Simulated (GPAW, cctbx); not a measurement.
# How far are the atoms of CdSb2Rh2 from free atoms?

Question: by how much does bonding change the X-ray structure factors of CdSb2Rh2, and what does a routine refinement make of it?

The start was made by putting kin elements into a known structure type; the compound need not exist, or be stable, in this form. All numbers below are calculated.

## 1. Find the equilibrium geometry

The density hangs on the geometry, so cell and atoms are relaxed first, with the symmetry held. The cutoff is set higher than for the density because stress converges slowly with plane waves.

Settings: GPAW 26.7.0, PBE, 570 eV, 5×5×5 k-points, Fermi–Dirac width 0.1 eV, BFGS to 0.03 eV/Å.

```text
cell
1.0
     4.116000000    0.000000000    0.000000000
     0.000000000    4.116000000    0.000000000
    -2.058000000   -2.058000000    5.018500000
Sb Cd Rh
2 1 2
Direct
0.384900000 0.384900000 0.769800000
0.615100000 0.615100000 0.230200000
0.000000000 0.000000000 0.000000000
0.750000000 0.250000000 0.500000000
0.250000000 0.750000000 0.500000000
```

```console
$ OMP_NUM_THREADS=1 mpirun -n 4 gpaw python run.py > gpaw.log
```

```text
BFGS:    0      -21.701510        6.281019
BFGS:    1      -22.928924        4.127444
BFGS:    2      -24.050266        2.307181
BFGS:    3      -24.650670        1.026681
...
BFGS:   14      -24.815574        0.107069
BFGS:   15      -24.820520        0.083864
BFGS:   16      -24.821485        0.029069
cell  4.6262 4.6262 6.1335  112.16 112.16 90.00
volume 111.040 A^3, largest force 0.008 eV/A, largest stress 0.21 GPa
```

The cell moved far, while the k-mesh and basis were chosen for the start, so the final shape may be somewhat biased.

After 16 steps the volume has changed by +30.6 % and the energy by -3.120 eV; the largest stress left is 0.21 GPa. It took 4.9 min on 4 cores of Intel(R) Xeon(R) Platinum 8488C (Sapphire Rapids) (shared host), peak memory 1.5 GiB.

Relaxed structure: I4/mmm (no. 139), a = 4.6262 Å, b = 4.6262 Å, c = 10.3767 Å, α = 90.00°, β = 90.00°, γ = 90.00°.

```
atom  mult.    x  y       z
 Sb1      4    0  0  0.3645
 Cd1      2    0  0       0
 Rh1      4  1/2  0     1/4
```

## 2. The all-electron density

X-rays see the whole electron density, so the PAW density is rebuilt with its core regions. Subtracting spherical free atoms from the same code cancels the cores and leaves the deformation density Δρ, the part due to bonding.

Settings: PBE, 450 eV, 6×6×6 k-points, Fermi–Dirac width 0.1 eV; primitive cell of 5 atoms.

```console
$ OMP_NUM_THREADS=1 mpirun -n 4 gpaw python run.py > gpaw.log
```

```text
|iter:   1|       0s |  -25.321070 | +0.51 |       |
|iter:   2|       2s |  -25.247318 | -1.32 | -1.43 |
|iter:   3|       3s |  -27.132136 | -0.75 | -1.45 |
...
|iter:  12|      15s |  -24.611352c| -6.63 | -5.12c|
|iter:  13|      17s |  -24.611352c| -7.16 | -5.86c|
|iter:  14|      18s |  -24.611352c| -7.55c| -6.09c|
```

```text
gpts.py:43: UserWarning: Initial realspace grid (24,24,32) inconsistent with symmetries.
gpts.py:43: UserWarning: Initial realspace grid (24,24,32) inconsistent with symmetries.
gpts.py:43: UserWarning: Initial realspace grid (24,24,32) inconsistent with symmetries.
gpts.py:43: UserWarning: Initial realspace grid (24,24,32) inconsistent with symmetries.
gpts.py:70: UserWarning: Using symmetrized grid: (32,32,32).
gpts.py:70: UserWarning: Using symmetrized grid: (32,32,32).
gpts.py:70: UserWarning: Using symmetrized grid: (32,32,32).
gpts.py:70: UserWarning: Using symmetrized grid: (32,32,32).
grid (64, 64, 64)  electrons 240.000  moved by bonding 0.985 e
deformation density beyond 0.5 A of the nuclei: max 0.094, min -0.192 e/A^3
atom        x       y       z   Voronoi charge  moment
Sb1    0.3645  0.3645  0.7291      0.026       0.00
Sb2    0.6355  0.6355  0.2709      0.026       0.00
Cd3    0.0000  0.0000  0.0000      0.298       0.00
Rh4    0.7500  0.2500  0.5000     -0.176       0.00
Rh5    0.2500  0.7500  0.5000     -0.176       0.00
mean inner potential of superposed free atoms 21.170 V
total magnetic moment 0.000 muB
```

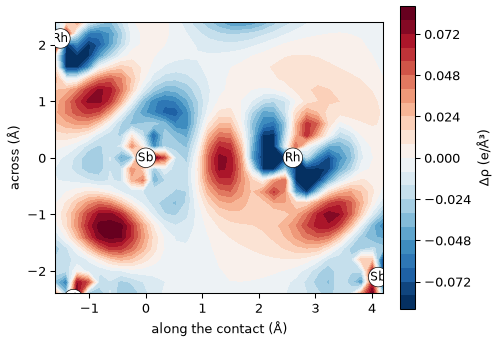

Deformation density in a plane through the shortest contact of the Sb atom at the origin; red gains electrons, blue loses them.

Rh gains most (-0.18 e) and Cd loses most (+0.30 e), as electronegativity suggests. Such charges fall far short of formal ones, since overlapping free atoms already put density on their neighbours. Along the shortest contact from the Sb atom at the map's origin, Sb–Rh at 2.60 Å, Δρ is +0.07 e/Å³ at the midpoint: a modest build-up. At the midpoints of other shortest contacts it is +0.09 (Sb–Sb, 2.81 Å) and +0.03 (Rh–Rh, 3.27 Å) e/Å³. Point values carry grid noise of about 0.01 e/Å³. The run needed 14 iterations, 28 s.

## 3. From the density to structure factors

The Fourier components of Δρ, added to those of the free atoms, give the static X-ray structure factors; the Mott–Bethe relation turns them into the Fourier components V of the potential that fast electrons feel.

```text
static structure factors of the conventional cell: F in electrons, V (Mott-Bethe) in volts
   h  k  l      d  |F| table  |F| free   |F| DFT   change   |V| free  |V| DFT  change %
   0  0  2  5.1883   103.026   102.934   103.743    0.809     4.350    3.900    -10.3
   1  0  1  4.2253    33.966    33.941    34.210    0.269     1.663    1.564     -6.0
   1  1  0  3.2712   103.610   103.875   103.414   -0.461     3.561    3.663      2.9
   1  0  3  2.7702   220.439   220.432   220.230   -0.202     7.175    7.207      0.4
   1  1  2  2.7671   206.918   206.619   206.448   -0.171     6.735    6.762      0.4
   0  0  4  2.5942    64.891    64.528    64.125   -0.402     2.013    2.069      2.8
   2  0  0  2.3131   376.575   376.288   375.668   -0.620    11.453   11.521      0.6
   2  0  2  2.1127    82.825    82.767    82.020   -0.747     2.579    2.648      2.7
   1  1  4  2.0326   209.456   209.422   208.758   -0.664     6.102    6.158      0.9
   2  1  1  2.0290    28.537    28.656    28.591   -0.066     0.833    0.838      0.7
   1  0  5  1.8935   136.245   136.124   135.812   -0.312     3.685    3.708      0.6
   2  1  3  1.7755   189.648   189.513   189.199   -0.314     4.959    4.980      0.4
   0  0  6  1.7294     1.805     1.868     1.072   -0.796     0.228    0.277     21.6
   2  0  4  1.7265    53.361    53.244    53.081   -0.163     1.586    1.596      0.6
```

The largest X-ray change is +0.81 e on 002, 0.8 % of |F|. For electrons V goes as (Z − F)/g², and among components above 0.1 V the largest relative change is this: |V| of 006 moves by +21.6 % (0.23 to 0.28 V) against -42.6 % in |F|. The last three rows still change by up to 0.80 e; the table stops while the angles are still low. The tabulated Hartree–Fock atoms differ from the free DFT atoms by up to 0.36 e, so the choice of reference atom matters too.

## 4. What a spherical-atom refinement makes of it

Routine crystallography fits spherical atoms. To see the bias, intensities are simulated from tabulated atoms plus the DFT change ΔF, so that bonding alone can misfit (3716 reflections of the full sphere, merged to the counts below, to 0.5 Å, 0.5 % proportional noise plus counting noise, assumed isotropic U as listed, Δρ smeared by the mean U) and refined with cctbx over different ranges.

| range | data | R1 | GooF | U Sb1 (true 0.0042) | U Cd1 (true 0.0043) | U Rh1 (true 0.0044) | largest shift (Å) | Δρ max, min (e/Å³) |
| --- | --- | --- | --- | --- | --- | --- | --- | --- |
| all data | 312 | 0.0028 | 0.93 | 0.0042 | 0.0043 | 0.0044 | 0.0001 | 0.44, -0.50 |
| low resolution, d > 0.84 | 79 | 0.0020 | 0.89 | 0.0041 | 0.0043 | 0.0043 | 0.0001 | 0.10, -0.18 |
| high order, d < 0.75 | 208 | 0.0034 | 0.94 | 0.0042 | 0.0043 | 0.0044 | 0.0001 | 0.41, -0.32 |
| occupancies free, d > 0.7 | 127 | 0.0022 | 0.87 | 0.0042 | 0.0043 | 0.0043 | 0.0000 | 0.14, -0.23 |

With all data GooF is 0.93, so at this noise the bonding hardly shows; the top residual peak lies 1.78 Å from Cd and 2.01 Å from Sb. No U is off by more than 3 s.u. at low resolution. With Sb1 held at 1 and the scale free, the other occupancies refine to Cd1 1.000(0.001) and Rh1 0.998(0.001), within three s.u. of full.

## 5. Answer

Bonding moves 0.98 e in the primitive cell of CdSb2Rh2 and changes the structure factors of the conventional cell in the table above by at most 0.81 e (002, 0.8 %), and among reflections above 2 % of the strongest by up to 0.9 % (202). The shortest bond, Sb–Rh, has Δρ = +0.07 e/Å³ at its midpoint. With all data GooF is 0.93, so at this noise the bonding hardly shows. Limits: static density, frozen cores, no spin–orbit coupling.

[Outputs are excerpts: Python notices, other lines and further rows are left out; steps that failed or that the build refused (PBEsol, TPSS) are not shown.]

[Logs are printed without paths, hosts, clocks, repeated set-up lines and the standing remarks that a program may print on its own settings, such as how far it seeks lower states.]
